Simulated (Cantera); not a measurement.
Charge: 1 mol Nb, a varied amount of H2O, 28 mol H2, held at 1875 K and 1.00 mbar.

Method: chemical equilibrium by Gibbs-energy minimisation in Cantera with the NASA 1993 tables (ideal gas, pure condensed phases). Candidate condensed phases: H2O, Nb, NbO, NbO2, Nb2O5; 12 gas species. Mutual solubility and eutectic melting of coexisting phases are not modelled. NbO: taken at fixed stoichiometry. Condensed phases not in the tables: the oxides between NbO2 and Nb2O5, N, O or C dissolved in the metal. Kinetics and transport are ignored.

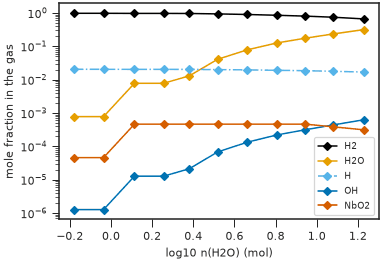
Figure. Equilibrium gas composition (values under 1e-9 drawn at 1e-9)

Question: Read off the mole fractions at 1.3 mol H2O.

Answer: H2 about 0.97, H about 0.020, H2O about 0.0078, NbO2 about 0.00046, OH about 1.3e-5.
